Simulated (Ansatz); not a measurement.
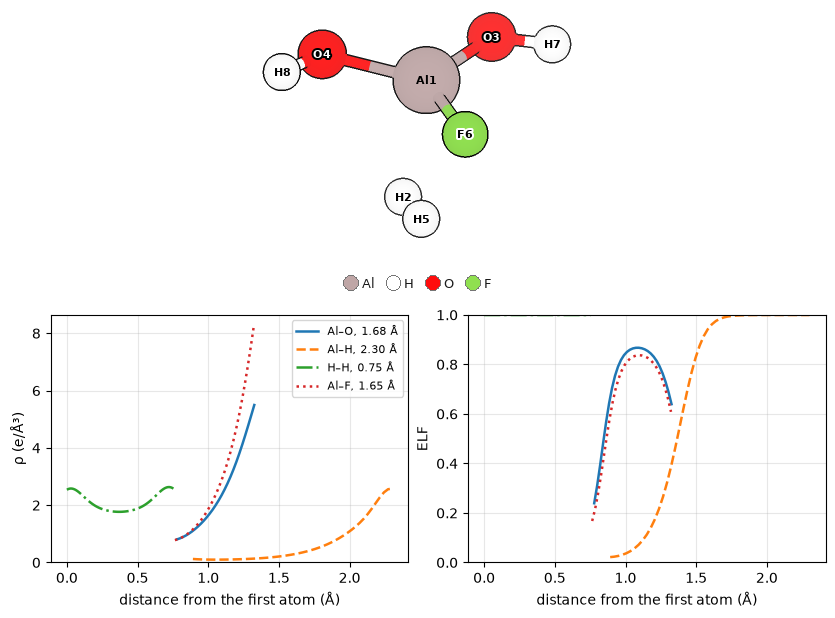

Figure. AlFH₂O₂···H₂. Total electron density and ELF along straight lines between neighbouring atoms. The curves leave out the atomic cores. The structure is drawn too.

The product side of a reaction path; geometry: PBE0-D4/def2-TZVP.

All numbers below come from RKS PBE0-D4/def2-TZVPP (Ansatz 0.2.0).

The calculation's input:

```
crystal:
  periodic: [false, false, false]
  atoms:
    - {symbol: Al, position_ang: [-0.394839, 0.322316, -0.050591]}
    - {symbol: H, position_ang: [1.443366, -1.030844, 0.274553]}
    - {symbol: O, position_ang: [-0.066239, 0.409716, -1.699347]}
    - {symbol: O, position_ang: [-1.418099, -0.904989, 0.479190]}
    - {symbol: H, position_ang: [1.623535, -0.458380, 0.730588]}
    - {symbol: F, position_ang: [0.088497, 1.524577, 0.974764]}
    - {symbol: H, position_ang: [0.440254, 1.117431, -2.092206]}
    - {symbol: H, position_ang: [-1.716374, -0.979929, 1.383148]}
basis:
  gaussian: {orbitals: def2-TZVPP}
hamiltonian: {xc: pbe0, dispersion: d4}
output: {orbitals: {seedname: orbitals}}
```

Run with:

```sh
ansatz run in.yaml --threads 2 --pin off --events-out ev --progress --plain --max-ram 4352MiB
```

### What can be read from the curves?

Al–O (1.68 Å): the density is about 0.94 e/Å³ at the midpoint; the ELF peaks at about 0.85 in the valence shell of O, 0.6 Å from its nucleus, and is about 0.50 at the midpoint.
Al1···H5 (2.30 Å): the density falls to about 0.1 e/Å³ on the way; the ELF climbs to about 1 towards the hydrogen.
H–H (0.75 Å): the density is about 1.8 e/Å³ at the midpoint; the ELF is about 1 at the midpoint.
Al–F (1.65 Å): ρ is about 0.91 e/Å³ halfway; the ELF peaks at about 0.85 in the valence shell of F, 0.6 Å from its nucleus, and is about 0.35 at the midpoint.
